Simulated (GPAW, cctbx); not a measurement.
## Ti2BiAs2: deformation density and structure factors from DFT

Aim: compute the bonding part of the density of Ti2BiAs2, find which reflections carry it, and see how it biases an ordinary refinement.

The cell comes from substitution in a known structure type and wasn't matched to any measured phase. All numbers below are calculated.

## Step 1: Find the equilibrium geometry

The density hangs on the geometry, so cell and atoms are relaxed first, with the symmetry held. The cutoff is set higher than for the density because stress converges slowly with plane waves.

Settings: GPAW 26.7.0, PBE, 570 eV, 5×5×5 k-points, Fermi–Dirac width 0.1 eV, BFGS to 0.03 eV/Å.

```text
cell
1.0
     0.000000000   -4.186000000    0.000000000
     4.186000000    0.000000000    0.000000000
    -2.093000000    2.093000000    5.376500000
Bi As Ti
1 2 2
Direct
0.000000000 0.000000000 0.000000000
0.639000000 0.639000000 0.278000000
0.361000000 0.361000000 0.722000000
0.250000000 0.750000000 0.500000000
0.750000000 0.250000000 0.500000000
```

```console
$ OMP_NUM_THREADS=1 mpirun -n 4 gpaw python run.py > gpaw.log
```

```text
BFGS:    0      -28.006144        2.738270
BFGS:    1      -28.285430        2.287972
BFGS:    2      -28.890537        0.828363
BFGS:    3      -28.969250        0.888630
...
BFGS:   14      -29.658865        0.096786
BFGS:   15      -29.661255        0.045176
BFGS:   16      -29.662035        0.004612
cell  4.7647 4.7647 5.6184  115.09 115.09 90.00
volume 102.073 A^3, largest force 0.003 eV/A, largest stress 0.04 GPa
```

The cell moved far, while the k-mesh and basis were chosen for the start, so the final shape may be somewhat biased.

After 16 steps the volume has changed by +8.3 % and the energy by -1.656 eV; the largest stress left is 0.04 GPa. It took 3.5 min on 4 cores of Arm Neoverse V2 (shared host), peak memory 1.3 GiB.

Relaxed structure: I4/mmm (no. 139), a = 4.7647 Å, b = 4.7647 Å, c = 8.9922 Å, α = 90.00°, β = 90.00°, γ = 90.00°.

| atom | mult. | x | y | z |
| --- | --- | --- | --- | --- |
| Bi1 | 2 | 0 | 0 | 0 |
| As1 | 4 | 1/2 | 1/2 | 0.1404 |
| Ti1 | 4 | 1/2 | 0 | 1/4 |

## Step 2: The all-electron density

X-rays see the whole electron density, so the PAW density is rebuilt with its core regions. Subtracting spherical free atoms from the same code cancels the cores and leaves the deformation density Δρ, the part due to bonding.

Settings: PBE, 450 eV, 6×6×6 k-points, Fermi–Dirac width 0.1 eV; primitive cell of 5 atoms.

```console
$ OMP_NUM_THREADS=1 mpirun -n 4 gpaw python run.py > gpaw.log
```

```text
|iter:   1|       0s |  -30.148459 | -0.05 |       |
|iter:   2|       1s |  -30.031491 | -2.22 | -1.31 |
|iter:   3|       2s |  -30.134808 | -0.80 | -1.34 |
...
|iter:   9|       9s |  -29.530521c| -5.87 | -3.89 |
|iter:  10|      11s |  -29.530517c| -6.84 | -4.45c|
|iter:  11|      12s |  -29.530516c| -7.89c| -4.93c|
```

```text
gpts.py:43: UserWarning: Initial realspace grid (24,24,28) inconsistent with symmetries.
gpts.py:43: UserWarning: Initial realspace grid (24,24,28) inconsistent with symmetries.
gpts.py:43: UserWarning: Initial realspace grid (24,24,28) inconsistent with symmetries.
gpts.py:43: UserWarning: Initial realspace grid (24,24,28) inconsistent with symmetries.
gpts.py:70: UserWarning: Using symmetrized grid: (28,28,28).
gpts.py:70: UserWarning: Using symmetrized grid: (28,28,28).
gpts.py:70: UserWarning: Using symmetrized grid: (28,28,28).
gpts.py:70: UserWarning: Using symmetrized grid: (28,28,28).
grid (56, 56, 56)  electrons 193.000  moved by bonding 0.885 e
deformation density beyond 0.5 A of the nuclei: max 0.111, min -0.097 e/A^3
atom        x       y       z   Voronoi charge  moment
Bi1    0.0000  0.0000  0.0000      0.153       0.00
As2    0.6404  0.6404  0.2809     -0.129       0.00
As3    0.3596  0.3596  0.7191     -0.129       0.00
Ti4    0.7500  0.2500  0.5000      0.053       0.00
Ti5    0.2500  0.7500  0.5000      0.053       0.00
mean inner potential of superposed free atoms 20.984 V
total magnetic moment 0.000 muB
```

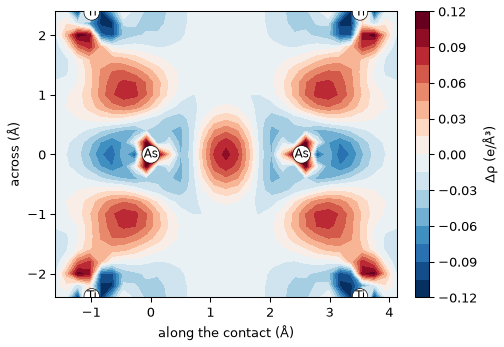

Deformation density in a plane through the shortest contact of the As atom at the origin; red gains electrons, blue loses them.

As gains most (-0.13 e) and Bi loses most (+0.15 e); As is the most electronegative element, but the order of the others doesn't follow electronegativity. Such charges fall far short of formal ones, since overlapping free atoms already put density on their neighbours. Along the shortest contact from the As atom at the map's origin, As–As at 2.53 Å, Δρ is +0.10 e/Å³ at the midpoint: a bond charge, the mark of covalency. At the midpoints of other shortest contacts it is +0.08 (As–Ti, 2.58 Å), -0.01 (Bi–As, 3.23 Å), 0.00 (Bi–Ti, 3.28 Å) and +0.01 (Ti–Ti, 3.37 Å) e/Å³. Point values carry grid noise of about 0.01 e/Å³. The run needed 11 iterations, 18 s.

## Step 3: From the density to structure factors

The Fourier components of Δρ, added to those of the free atoms, give the static X-ray structure factors; the Mott–Bethe relation turns them into the Fourier components V of the potential that fast electrons feel.

```text
static structure factors of the conventional cell: F in electrons, V (Mott-Bethe) in volts
   h  k  l      d  |F| table  |F| free   |F| DFT   change   |V| free  |V| DFT  change %
   0  0  2  4.4961    56.015    55.806    54.836   -0.971     1.471    1.030    -30.0
   1  0  1  4.2102    78.486    78.378    78.122   -0.256     1.495    1.597      6.8
   1  1  0  3.3692   191.713   191.780   192.052    0.272     4.644    4.574     -1.5
   1  1  2  2.6962   188.127   187.846   187.604   -0.242     6.646    6.685      0.6
   1  0  3  2.5371   233.627   233.627   233.986    0.359     7.018    6.966     -0.7
   2  0  0  2.3824   305.165   304.930   304.104   -0.826    10.331   10.436      1.0
   0  0  4  2.2481   104.298   104.049   104.144    0.095     3.149    3.138     -0.3
   2  0  2  2.1051    55.518    55.676    56.132    0.456     0.310    0.355     14.7
   2  1  1  2.0734    71.023    71.029    71.086    0.057     1.072    1.067     -0.5
   1  1  4  1.8700    14.729    14.488    14.433   -0.056     2.333    2.337      0.2
   2  1  3  1.7367   208.054   207.865   207.395   -0.469     5.033    5.065      0.6
   2  2  0  1.6846   269.797   269.500   268.858   -0.641     7.423    7.464      0.6
   1  0  5  1.6826   152.300   152.222   151.809   -0.413     3.361    3.387      0.8
   2  0  4  1.6350    92.661    92.798    93.037    0.239     2.341    2.327     -0.6
```

The largest X-ray change is -0.97 e on 002, 1.7 % of |F|. For electrons V goes as (Z − F)/g², so a change of F counts against Z − F, which is small at low angle and wherever the atoms' terms cancel: |V| of 002 moves by -30.0 % (1.47 to 1.03 V) against -1.7 % in |F|. The last three rows still change by up to 0.64 e; the table stops while the angles are still low. The tabulated Hartree–Fock atoms differ from the free DFT atoms by up to 0.30 e, so the choice of reference atom matters too.

## Step 4: The functional ladder

The same geometry is run with other functionals, to see whether the bonding signal is larger than the spread between approximations. Free atoms are LDA for LDA and PBE otherwise; meta-GGAs and hybrids keep PBE cores. Any other changed setting is in the row's label.

```csv
run,ΔF 002 (e),ΔF 200 (e),ΔF 220 (e),q(As) (e),moved (e),time
PBE,-0.971,-0.826,-0.641,-0.129,0.885,18 s
LDA,-0.948,-0.786,-0.649,-0.124,0.857,18 s
SCAN,-0.846,-0.927,-0.706,-0.151,0.960,47 s
PBE width 1.2 (unsound),-1.109,-0.318,-0.393,-0.090,0.704,47 s
```

At the base's settings ΔF(002) spans -0.971 to -0.846 e, a spread of 13 % of the PBE value; over the three listed reflections the spread is at most 17 %, so sign and size hold across the functionals. The run marked unsound (smearing far too wide) misses ΔF(002) by 0.138 e. Times are from shared hosts.

## Step 5: Refining ordinary atoms against data with bonding

Routine crystallography fits spherical atoms. To see the bias, intensities are simulated from tabulated atoms plus the DFT change ΔF, so that bonding alone can misfit (3424 reflections of the full sphere, merged to the counts below, to 0.5 Å, 1.5 % proportional noise plus counting noise, assumed isotropic U as listed, Δρ smeared by the mean U) and refined with cctbx over different ranges.

| range | data | R1 | GooF | U Bi1 (true 0.0044) | U As1 (true 0.0063) | U Ti1 (true 0.0073) | largest shift (Å) | Δρ max, min (e/Å³) |
| --- | --- | --- | --- | --- | --- | --- | --- | --- |
| all data | 286 | 0.0032 | 1.01 | 0.0044 | 0.0063 | 0.0073 | 0.0000 | 0.33, -0.29 |
| low resolution, d > 0.84 | 74 | 0.0030 | 1.09 | 0.0044 | 0.0063 | 0.0074 | 0.0004 | 0.17, -0.16 |
| high order, d < 0.75 | 189 | 0.0035 | 0.99 | 0.0044 | 0.0063 | 0.0073 | 0.0001 | 0.33, -0.22 |
| occupancies free, d > 0.7 | 115 | 0.0029 | 1.05 | 0.0044 | 0.0062 | 0.0073 | 0.0003 | 0.21, -0.25 |

With all data GooF is 1.01, so at this noise the bonding hardly shows; the top residual peak, near noise level, lies 1.37 Å from As and 1.90 Å from Ti. No U is off by more than 3 s.u. at low resolution. With Bi1 held at 1 and the scale free, the other occupancies refine to As1 0.999(0.001) and Ti1 1.000(0.002), within three s.u. of full.

## Step 6: Answer

Bonding moves 0.89 e in the primitive cell of Ti2BiAs2 and changes the structure factors of the conventional cell in the table above by at most 0.97 e (002, 1.7 %). The shortest bond, As–As, has Δρ = +0.10 e/Å³ at its midpoint, a covalent bond charge. At the base's settings ΔF(002) spans -0.971 to -0.846 e, a spread of 13 % of the PBE value; over the three listed reflections the spread is at most 17 %, so sign and size hold across the functionals. With all data GooF is 1.01, so at this noise the bonding hardly shows. Limits: static density, frozen cores, no spin–orbit coupling.

[Outputs are excerpts: Python notices, other lines and further rows are left out; steps that failed or that the build refused (PBEsol, TPSS) are not shown.]

[Logs are printed without paths, hosts, clocks, repeated set-up lines and the standing remarks that a program may print on its own settings, such as how far it seeks lower states.]
